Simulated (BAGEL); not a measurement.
**CH5SSi (SMILES C[SiH2][S]) at UHF/STO-3G (density fitting with qzvpp-jkfit)**

What is the energy change on altering one bond length of CH5SSi at UHF/STO-3G (density fitting with qzvpp-jkfit)? 

The results are computed with BAGEL 1.2.2.

## Step 1: The structure to begin with

CH5SSi has 8 atoms, charge 0, and is taken as a doublet. As SMILES, `C[SiH2][S]`. The coordinates come from a PBE0-D4/def2-TZVP relaxation.

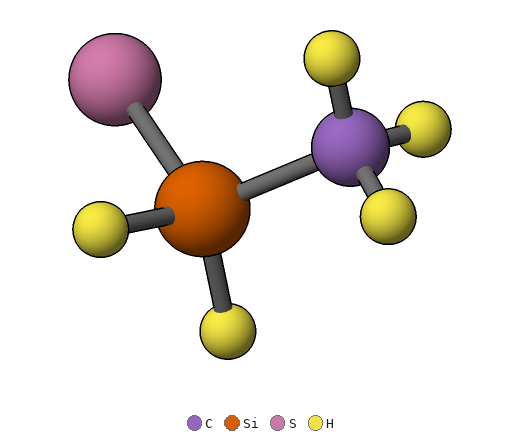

Viewed from a chosen angle; carbon purple, silicon orange, sulfur pink, hydrogen yellow.

## Step 2: A single-point energy at UHF/STO-3G (density fitting with qzvpp-jkfit)

Contents of input.json:

```json
{ "bagel" : [

{
  "title" : "molecule",
  "basis" : "sto-3g",
  "df_basis" : "qzvpp-jkfit",
  "angstrom" : "true",
  "geometry" : [
    { "atom" : "C", "xyz" : [      -0.598700,       0.798100,      -0.213000 ] },
    { "atom" : "Si", "xyz" : [       0.427600,      -0.729400,       0.083900 ] },
    { "atom" : "S", "xyz" : [       1.890200,      -0.504100,       1.609200 ] },
    { "atom" : "H", "xyz" : [      -1.299400,       0.628400,      -1.035300 ] },
    { "atom" : "H", "xyz" : [       0.038500,       1.647400,      -0.466400 ] },
    { "atom" : "H", "xyz" : [      -1.175300,       1.055400,       0.678100 ] },
    { "atom" : "H", "xyz" : [       1.258500,      -1.063000,      -1.109700 ] },
    { "atom" : "H", "xyz" : [      -0.449100,      -1.890100,       0.397300 ] }
  ]
},

{
  "title" : "uhf",
  "nopen" : 1
},

{
  "title" : "print",
  "file" : "orbitals.molden",
  "orbitals" : "true"
}

]}
```

Started as:

```
$ BAGEL_NUM_THREADS=1 BAGEL input.json > input.out
```

Log:

```text
* using 1 threads per process

  ===============================================================
  ===============================================================

  *** Geometry ***

  { "atom" : "C", "xyz" : [     -1.131379,      1.508190,     -0.402512 ] },
  { "atom" : "Si", "xyz" : [      0.808047,     -1.378366,      0.158548 ] },
  { "atom" : "S", "xyz" : [      3.571960,     -0.952611,      3.040947 ] },
  { "atom" : "H", "xyz" : [     -2.455510,      1.187504,     -1.956433 ] },
  { "atom" : "H", "xyz" : [      0.072754,      3.113135,     -0.881368 ] },
  { "atom" : "H", "xyz" : [     -2.220995,      1.994417,      1.281423 ] },
  { "atom" : "H", "xyz" : [      2.378220,     -2.008779,     -2.097029 ] },
  { "atom" : "H", "xyz" : [     -0.848676,     -3.571771,      0.750788 ] },

  Number of auxiliary basis functions:      421

  Since a DF basis is specified, we compute 2- and 3-index integrals:
    o Being stored without compression. Storage requirement is 0.003 GB

  Number of basis functions:       28
  Number of electrons      :       41

    * METHOD: MOLECULE                             0.10

  *** Open-shell HF ***

  === Nuclear Repulsion ===
   139.4233503093

      * DIIS with orbital gradients will be used.

  === UHF iteration (sto-3g) ===
      0       -719.04970257          0.02174005           0.03
      1       -719.10352089          0.00513532           0.03
      2       -719.10678491          0.00128314           0.02
      3       -719.10707935          0.00037098           0.02
      4       -719.10713265          0.00009823           0.03
      5       -719.10714561          0.00009013           0.02
      6       -719.10715706          0.00008896           0.02
      7       -719.10716580          0.00008853           0.03
      8       -719.10721890          0.00008515           0.03
      9       -719.10729229          0.00008086           0.03
     10       -719.10759958          0.00016803           0.03
     11       -719.10760801          0.00019828           0.02
     12       -719.10766354          0.00040258           0.02
     13       -719.10758627          0.00022781           0.02
     14       -719.10749345          0.00005246           0.02
     15       -719.10761032          0.00004211           0.03
     16       -719.10770565          0.00006843           0.03
     17       -719.10772048          0.00003358           0.03
     18       -719.10772225          0.00001661           0.02
     19       -719.10772377          0.00001245           0.02
     20       -719.10772454          0.00000413           0.02
     21       -719.10772467          0.00000046           0.02
     22       -719.10772467          0.00000011           0.02
     23       -719.10772467          0.00000005           0.02
     24       -719.10772467          0.00000004           0.02
     25       -719.10772467          0.00000003           0.02
     26       -719.10772467          0.00000003           0.02
     27       -719.10772467          0.00000002           0.02
     28       -719.10772467          0.00000002           0.03
     29       -719.10772467          0.00000001           0.02
    * SCF iteration converged.

    * S^2 (UHF) is 0.7539

    * Permanent dipole moment:
           (    0.318165,    -0.043269,     0.237051) a.u.

    * METHOD: UHF                                  0.80

    * METHOD: PRINT                                0.00

  ===============================================================
```

Run time: 1.1 s. Hardware: 1 thread of Arm Neoverse V2, shared host; peak memory 0.081 GiB.

## Step 3: The distorted shape, same level

Contents of input.json:

```json
{ "bagel" : [

{
  "title" : "molecule",
  "basis" : "sto-3g",
  "df_basis" : "qzvpp-jkfit",
  "angstrom" : true,
  "geometry" : [
    { "atom" : "C", "xyz" : [      -0.906606,       1.256374,      -0.302075 ] },
    { "atom" : "Si", "xyz" : [       0.427600,      -0.729400,       0.083900 ] },
    { "atom" : "S", "xyz" : [       1.890200,      -0.504100,       1.609200 ] },
    { "atom" : "H", "xyz" : [      -1.607306,       1.086674,      -1.124375 ] },
    { "atom" : "H", "xyz" : [      -0.269406,       2.105674,      -0.555475 ] },
    { "atom" : "H", "xyz" : [      -1.483206,       1.513674,       0.589025 ] },
    { "atom" : "H", "xyz" : [       1.258500,      -1.063000,      -1.109700 ] },
    { "atom" : "H", "xyz" : [      -0.449100,      -1.890100,       0.397300 ] }
  ]
},

{ "title" : "uhf", "nopen" : 1 },

{ "title" : "print", "file" : "orbitals.molden", "orbitals" : true }

]}
```

Started as:

```
$ BAGEL_NUM_THREADS=1 BAGEL input.json > input.out
```

Log:

```text
* using 1 threads per process

  ===============================================================
  ===============================================================

  *** Geometry ***

  { "atom" : "C", "xyz" : [     -1.713237,      2.374203,     -0.570839 ] },
  { "atom" : "Si", "xyz" : [      0.808047,     -1.378366,      0.158548 ] },
  { "atom" : "S", "xyz" : [      3.571960,     -0.952611,      3.040947 ] },
  { "atom" : "H", "xyz" : [     -3.037368,      2.053516,     -2.124761 ] },
  { "atom" : "H", "xyz" : [     -0.509104,      3.979147,     -1.049696 ] },
  { "atom" : "H", "xyz" : [     -2.802853,      2.860429,      1.113096 ] },
  { "atom" : "H", "xyz" : [      2.378220,     -2.008779,     -2.097029 ] },
  { "atom" : "H", "xyz" : [     -0.848676,     -3.571771,      0.750788 ] },

  Number of auxiliary basis functions:      421

  Since a DF basis is specified, we compute 2- and 3-index integrals:
    o Being stored without compression. Storage requirement is 0.003 GB

  Number of basis functions:       28
  Number of electrons      :       41

    * METHOD: MOLECULE                             0.10

  *** Open-shell HF ***

  === Nuclear Repulsion ===
   129.2455472330

      * DIIS with orbital gradients will be used.

  === UHF iteration (sto-3g) ===
      0       -718.85504680          0.03144961           0.02
      1       -718.98392860          0.01530709           0.02
      2       -719.01319699          0.00434150           0.02
      3       -719.01669515          0.00151892           0.02
      4       -719.01771047          0.00042511           0.03
      5       -719.01788559          0.00022165           0.02
      6       -719.01807246          0.00014069           0.02
      7       -719.01826899          0.00009636           0.02
      8       -719.01841113          0.00008557           0.02
      9       -719.01854678          0.00008091           0.02
[... 35 lines of this table left out ...]
     45       -719.01903427          0.00000005           0.02
     46       -719.01903427          0.00000003           0.02
     47       -719.01903427          0.00000002           0.02
     48       -719.01903427          0.00000001           0.02
    * SCF iteration converged.

    * S^2 (UHF) is 0.8968

    * Permanent dipole moment:
           (    0.258007,     0.004452,     0.216833) a.u.

    * METHOD: UHF                                  1.21

    * METHOD: PRINT                                0.00

  ===============================================================
```

Wall time 1.5 s (1 thread of Arm Neoverse V2, shared host); peak memory 0.081 GiB.

## Step 4: Outcome

At UHF/STO-3G (density fitting with qzvpp-jkfit):

| quantity | value |
| --- | --- |
| first shape: total energy | -719.10772 Eh |
| first shape: dipole moment | 1.01 D |
| first shape: ⟨S²⟩ | 0.754 |
| distorted shape: total energy | -719.01903 Eh |
| distorted shape: dipole moment | 0.86 D |
| distorted shape: ⟨S²⟩ | 0.897 |
| energy change with the C1–Si2 bond stretched from 1.864 to 2.423 Å | 2.413 eV |

What this shows: With the C1–Si2 bond stretched from 1.864 to 2.423 Å the energy rises by 2.41 eV (233 kJ/mol). The first shape isn't relaxed at this level, so the change isn't measured from a minimum. The minimal basis adds a large error of its own. ⟨S²⟩ (distorted shape) is 0.90 where a pure doublet has 0.75: the reference is spin-contaminated.
